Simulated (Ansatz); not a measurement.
**As$_{4}$Ga$_{5}$H$_{16}$ (Ga5As4 zinc blende off sphere) (charge −1): density, localisation and related maps**

Input

```
crystal:
  periodic: [false, false, false]
  atoms:
    - {symbol: Ga, position_ang: [0.238309, -3.074695, -0.136487]}
    - {symbol: Ga, position_ang: [0.232651, -0.135447, -3.075345]}
    - {symbol: Ga, position_ang: [-2.696768, -0.006708, -0.001708]}
    - {symbol: Ga, position_ang: [0.229314, 0.134294, 3.074789]}
    - {symbol: Ga, position_ang: [0.222540, 3.075246, 0.136492]}
    - {symbol: As, position_ang: [-1.079449, -1.361237, -1.359552]}
    - {symbol: As, position_ang: [1.346688, -1.546356, 1.548286]}
    - {symbol: As, position_ang: [1.338290, 1.554883, -1.550628]}
    - {symbol: As, position_ang: [-1.087299, 1.354358, 1.358043]}
    - {symbol: H, position_ang: [1.394930, -3.695898, -1.033764]}
    - {symbol: H, position_ang: [-0.702533, -4.013074, 0.736382]}
    - {symbol: H, position_ang: [1.392166, -1.029501, -3.696569]}
    - {symbol: H, position_ang: [-0.712212, 0.732338, -4.013808]}
    - {symbol: H, position_ang: [-3.482578, -0.986323, 0.973316]}
    - {symbol: H, position_ang: [-3.485310, 0.968154, -0.979034]}
    - {symbol: H, position_ang: [-0.711511, -0.741177, 4.010405]}
    - {symbol: H, position_ang: [1.381916, 1.034708, 3.698989]}
    - {symbol: H, position_ang: [-0.722953, 4.010350, -0.734847]}
    - {symbol: H, position_ang: [1.376500, 3.700644, 1.034365]}
    - {symbol: H, position_ang: [-1.986803, -2.235497, -2.232044]}
    - {symbol: H, position_ang: [2.273586, -2.408049, 2.411570]}
    - {symbol: H, position_ang: [2.473500, -0.813472, 0.818766]}
    - {symbol: H, position_ang: [2.255447, 2.423969, -2.417196]}
    - {symbol: H, position_ang: [2.473417, 0.831960, -0.824362]}
    - {symbol: H, position_ang: [-1.999239, 2.224130, 2.230140]}
basis:
  gaussian: {orbitals: def2-TZVP, fitting: {mean_field: def2-universal-jkfit}, initial_orbitals: start.molden}
total_charge: -1
hamiltonian: {xc: pbe0, dispersion: d4}
scf: {omitted_lower_state_checks: [starts]}
output: {orbitals: {seedname: orbitals}}
```

Command:

```sh
ansatz run in.yaml --threads 2 --pin off --events-out ev --progress --plain --max-ram 32768MiB --backend cuda --devices 0, --max-vram 18GiB
```

Geometry: PBE-D4/def2-SVP.

Theory: RKS PBE0-D4/def2-TZVP (Ansatz).

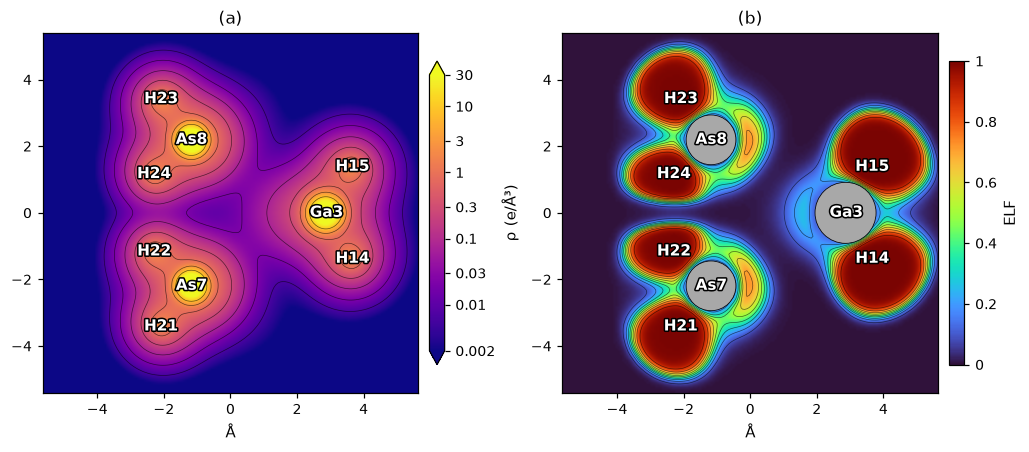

Figure 1. (a) electron density; (b) ELF on the plane of atoms H23, As8 and H24. Grey discs cover the atomic cores in the ELF map.

Q: What do the fields say about this system?

A:
- The section cuts through Ga, As and H sites.
- As–H (1.53 Å): the density is about 1.1 e/Å³ at the midpoint; the ELF climbs to about 1 towards the hydrogen, as it does in any bond to H.
- Ga–H (1.59 Å): ρ is about 0.92 e/Å³ halfway; the ELF climbs to about 1 towards the hydrogen.

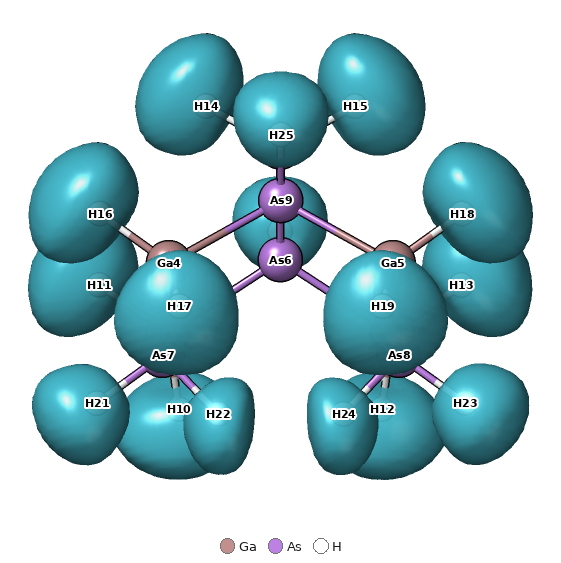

Figure 2. Isosurface of the ELF at 0.9 (cyan), seen from one side. Only the valence region is drawn (cores and ρ < 0.01 e/Å³ removed).

Q: What do the ELF domains correspond to?

A: The ELF exceeds this value in 16 regions around hydrogen nuclei. Along the contacts the grid gives the following. Ga–As (2.48 Å): the ELF peaks at about 0.85 between the atoms (a covalent bond).
